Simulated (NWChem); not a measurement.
**One shape, several levels: C2H6Se (SMILES C[Se]C)**

Aim: a comparison of 4 runs (revPBE/cc-pVDZ, M06-L/cc-pVDZ, TPSS/cc-pVDZ, r2SCAN/cc-pVDZ) of C2H6Se. 

The results are computed with NWChem 7.3.0.

**1. The structure to begin with**

The species is C2H6Se (9 atoms), meant as a singlet with charge 0. As SMILES, `C[Se]C`. The shape is that of a PBE0-D4/def2-TZVP optimisation.

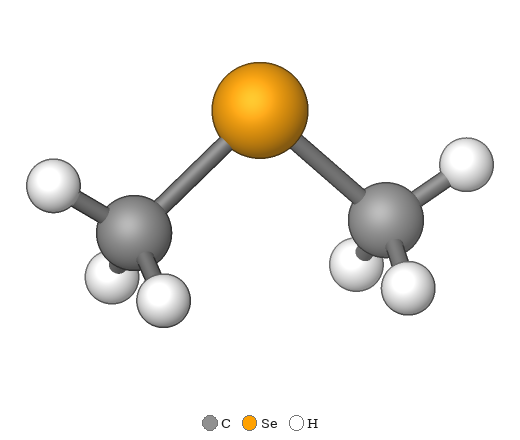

The structure, seen from a chosen angle (carbon grey, selenium orange, hydrogen white).

**2. Energy and forces at revPBE/cc-pVDZ (run 1)**

Input file c2h6se.nw:

```
start c2h6se
memory 2200 mb

geometry units au noautosym nocenter noautoz
C  -1.12325321  1.26309294 -2.15050833
Se  2.14880758  1.07657697 -0.50682455
C   1.18240164 -1.27140774  2.13803614
H  -1.68676954 -0.59299606 -2.84063631
H  -0.92483197  2.54980746 -3.74543718
H  -2.53790219  2.00443250 -0.85113265
H  -0.29895467 -0.45769167  3.31420168
H   0.55104414 -3.05285255  1.32110753
H   2.85632104 -1.60664515  3.28869037
end

basis spherical bse
* library cc-pVDZ
end

dft
xc revpbe cpbe96
grid xfine
convergence energy 1e-08
iterations 100
mulliken
print low
end

task dft gradient
```

Run with:

```sh
$ nwchem c2h6se.nw > c2h6se.out
```

The program printed:

```text
[...]
 d= 0,ls=0.0,diis     1  -2481.0885203945 -2.67D+03  6.55D-03  3.15D-01    11.9
[...]
 d= 0,ls=0.0,diis     8  -2481.1177291800  1.25D-09  1.96D-06  2.87D-08    66.4
         Total DFT energy =    -2481.117729180010
      One electron energy =    -3821.822714392900
           Coulomb energy =     1253.630584218592
    Exchange-Corr. energy =      -99.994498514131
 Nuclear repulsion energy =      187.068899508428
[...]
      Total Density - Mulliken Population Analysis
     ---------------------------------------------
    Atom       Charge   Shell Charges
 -----------   ------   -------------------------------------------------------
    1 C    6     6.16   2.01  0.66  0.48  2.08  0.89  0.03
    2 Se  34    34.02   2.00  2.00  2.03  1.06  0.82  6.00  6.01  2.18  1.84  9.93  0.17
    3 C    6     6.16   2.01  0.66  0.48  2.08  0.89  0.03
    4 H    1     0.94   0.75  0.17  0.03
    5 H    1     0.94   0.74  0.17  0.03
    6 H    1     0.94   0.75  0.17  0.03
    7 H    1     0.94   0.75  0.17  0.03
    8 H    1     0.94   0.75  0.17  0.03
    9 H    1     0.94   0.74  0.17  0.03
[...]
                         DFT ENERGY GRADIENTS
    atom               coordinates                        gradient
                 x          y          z           x          y          z
   1 C      -1.123253   1.263093  -2.150508   -0.001162   0.000171  -0.000788
   2 Se      2.148808   1.076577  -0.506825   -0.013516  -0.006878   0.003211
   3 C       1.182402  -1.271408   2.138036   -0.000064  -0.000895   0.001055
   4 H      -1.686770  -0.592996  -2.840636    0.003917   0.010620   0.004395
   5 H      -0.924832   2.549807  -3.745437   -0.000947  -0.007259   0.009075
   6 H      -2.537902   2.004433  -0.851133    0.008825  -0.004360  -0.007070
   7 H      -0.298955  -0.457692   3.314202    0.008617  -0.004159  -0.007340
   8 H       0.551044  -3.052853   1.321108    0.003743   0.010739   0.004100
   9 H       2.856321  -1.606645   3.288690   -0.009414   0.002021  -0.006638
 Task  times  cpu:       88.8s     wall:       88.8s
[...]
```

It took 90 s on 1 thread of AMD EPYC 7R13 (Zen 3), shared host; peak memory 0.14 GiB.

**3. Energy and gradient at M06-L/cc-pVDZ (run 2)**

Input file c2h6se.nw:

```
start c2h6se
title "C2H6Se M06-L"
memory total 2200 mb

geometry units au noautosym nocenter noautoz
   C   -1.12325321   1.26309294  -2.15050833
   Se   2.14880758   1.07657697  -0.50682455
   C    1.18240164  -1.27140774   2.13803614
   H   -1.68676954  -0.59299606  -2.84063631
   H   -0.92483197   2.54980746  -3.74543718
   H   -2.53790219   2.00443250  -0.85113265
   H   -0.29895467  -0.45769167   3.31420168
   H    0.55104414  -3.05285255   1.32110753
   H    2.85632104  -1.60664515   3.28869037
end

basis spherical bse
   * library cc-pVDZ
end

dft
   xc m06-l
   grid xfine
   convergence energy 1e-08
   maxiter 100
   mulliken
   noprint "final vectors analysis"
end

task dft gradient
```

Run with:

```sh
$ nwchem c2h6se.nw > c2h6se.out
```

The program printed:

```text
[...]
          Wavefunction type:  closed shell.
          No. of atoms     :     9
          No. of electrons :    52
[...]
          Charge           :     0
          Spin multiplicity:     1
[...]
          AO basis - number of functions:    85
[...]
              XC Information
              --------------
                        M06-L Method XC Functional
                         M06-L Exchange Functional  1.000
                       M06-L Correlation Potential  1.000
[...]
 d= 0,ls=0.0,diis     1  -2481.2233609541 -2.67D+03  5.87D-03  2.04D-01    12.1
[...]
 d= 0,ls=0.0,diis    10  -2481.2471063258 -8.91D-10  4.14D-07  2.30D-09    87.4
         Total DFT energy =    -2481.247106325835
      One electron energy =    -3821.994661204191
           Coulomb energy =     1253.850195988427
    Exchange-Corr. energy =     -100.171540618498
 Nuclear repulsion energy =      187.068899508428
[...]
      Total Density - Mulliken Population Analysis
     ---------------------------------------------
    Atom       Charge   Shell Charges
 -----------   ------   -------------------------------------------------------
    1 C    6     6.24   2.01  0.67  0.53  2.05  0.94  0.03
    2 Se  34    34.01   2.00  2.00  2.01  1.03  0.85  6.00  6.00  2.14  1.86  9.94  0.16
    3 C    6     6.24   2.01  0.67  0.53  2.05  0.94  0.03
    4 H    1     0.92   0.76  0.13  0.03
    5 H    1     0.91   0.76  0.13  0.03
    6 H    1     0.92   0.76  0.13  0.03
    7 H    1     0.92   0.76  0.13  0.03
    8 H    1     0.92   0.76  0.13  0.03
    9 H    1     0.91   0.76  0.13  0.03
[...]
  wavefunction    = closed shell
                         DFT ENERGY GRADIENTS
    atom               coordinates                        gradient
                 x          y          z           x          y          z
   1 C      -1.123253   1.263093  -2.150508   -0.004668   0.000485  -0.002699
   2 Se      2.148808   1.076577  -0.506825   -0.004011  -0.002030   0.000966
   3 C       1.182402  -1.271408   2.138036   -0.000955  -0.003453   0.004005
   4 H      -1.686770  -0.592996  -2.840636    0.002451   0.004509   0.002211
   5 H      -0.924832   2.549807  -3.745437    0.000314  -0.002826   0.003826
   6 H      -2.537902   2.004433  -0.851133    0.004535  -0.001848  -0.002649
   7 H      -0.298955  -0.457692   3.314202    0.003911  -0.001194  -0.003689
   8 H       0.551044  -3.052853   1.321108    0.001859   0.005088   0.001135
   9 H       2.856321  -1.606645   3.288690   -0.003435   0.001268  -0.003107
[...]
```

Run time: 1.9 min. Hardware: 1 thread of AMD EPYC 7R13 (Zen 3), shared host; peak memory 0.15 GiB.

Run 3 isn't shown in full; the table further down has it.

**4. Energy and gradient at r2SCAN/cc-pVDZ (run 4)**

Input file run.nw:

```
start run
title "C2H6Se"
memory total 2200 mb

geometry noautosym nocenter noautoz
  C    -0.594400    0.668400   -1.138000
  Se    1.137100    0.569700   -0.268200
  C     0.625700   -0.672800    1.131400
  H    -0.892600   -0.313800   -1.503200
  H    -0.489400    1.349300   -1.982000
  H    -1.343000    1.060700   -0.450400
  H    -0.158200   -0.242200    1.753800
  H     0.291600   -1.615500    0.699100
  H     1.511500   -0.850200    1.740300
end

basis spherical bse
  * library cc-pVDZ
end

dft
  xc r2scan
  grid xfine
  convergence energy 1e-08
  iterations 100
  mulliken
end

task dft gradient
```

Run with:

```sh
$ nwchem run.nw > run.out
```

The program printed:

```text
[...]
          Wavefunction type:  closed shell.
          No. of atoms     :     9
          No. of electrons :    52
[...]
          Charge           :     0
          Spin multiplicity:     1
[...]
          AO basis - number of functions:    85
[...]
              XC Information
              --------------
                      r^2SCAN Method XC Functional
               r^2SCAN metaGGA Exchange Functional  1.000
                     r^2SCAN Correlation Potential  1.000
[...]
 d= 0,ls=0.0,diis     1  -2481.2514114700 -2.67D+03  5.49D-03  2.55D-01    13.1
[...]
 d= 0,ls=0.0,diis     8  -2481.2760950609  5.21D-10  1.49D-06  1.72D-08    72.9
         Total DFT energy =    -2481.276095060888
      One electron energy =    -3822.069932949446
           Coulomb energy =     1253.887578999472
    Exchange-Corr. energy =     -100.162654218085
 Nuclear repulsion energy =      187.068913107172
[...]
      Total Density - Mulliken Population Analysis
     ---------------------------------------------
    Atom       Charge   Shell Charges
 -----------   ------   -------------------------------------------------------
    1 C    6     6.19   2.01  0.67  0.49  2.05  0.94  0.03
    2 Se  34    34.04   2.00  2.00  2.02  1.04  0.84  6.00  6.01  2.20  1.84  9.93  0.17
    3 C    6     6.19   2.01  0.67  0.49  2.05  0.94  0.03
    4 H    1     0.93   0.74  0.16  0.03
    5 H    1     0.93   0.74  0.15  0.03
    6 H    1     0.93   0.74  0.16  0.03
    7 H    1     0.93   0.74  0.16  0.03
    8 H    1     0.93   0.74  0.16  0.03
    9 H    1     0.93   0.74  0.15  0.03
[...]
  wavefunction    = closed shell
                         DFT ENERGY GRADIENTS
    atom               coordinates                        gradient
                 x          y          z           x          y          z
   1 C      -1.123253   1.263093  -2.150508   -0.001963   0.000412  -0.001448
   2 Se      2.148807   1.076577  -0.506825   -0.006195  -0.003144   0.001482
   3 C       1.182402  -1.271408   2.138036   -0.000054  -0.001543   0.001900
   4 H      -1.686769  -0.592996  -2.840636    0.002107   0.006231   0.002485
   5 H      -0.924832   2.549807  -3.745437   -0.000658  -0.004044   0.005001
   6 H      -2.537902   2.004432  -0.851133    0.004981  -0.002539  -0.004223
   7 H      -0.298955  -0.457692   3.314201    0.004965  -0.002553  -0.004132
   8 H       0.551044  -3.052852   1.321107    0.002124   0.006140   0.002542
   9 H       2.856321  -1.606645   3.288690   -0.005307   0.001039  -0.003607
[...]
```

It took 99 s on 1 thread of AMD EPYC 7R13 (Zen 3), shared host; peak memory 0.15 GiB.

**5. The series**

```
run           level   energy (Eh)  largest force (eV/Å)  wall time
  1  revPBE/cc-pVDZ  -2481.117729                 0.797       90 s
  2   M06-L/cc-pVDZ  -2481.247106                 0.287    1.9 min
  3    TPSS/cc-pVDZ  -2481.293656                 0.662       97 s
  4  r2SCAN/cc-pVDZ  -2481.276095                 0.365       99 s
```

**6. What came out**

| quantity | value |
| --- | --- |
| run 4: total energy | -2481.27610 Eh |
| run 4: dipole moment | 1.49 D |
| run 4: HOMO energy | -4.94 eV |
| run 4: LUMO energy | 0.16 eV |
| run 4: HOMO–LUMO gap | 5.10 eV |
| run 4: largest force on an atom | 0.365 eV/Å |

What this shows: Among the runs that give it from their own density at one geometry, the dipole moment runs from 1.35 D (M06-L/cc-pVDZ) to 1.49 D (r2SCAN/cc-pVDZ). Totals of different functionals can't be ranked against each other. All runs together took 6.6 min, the longest 1.9 min.
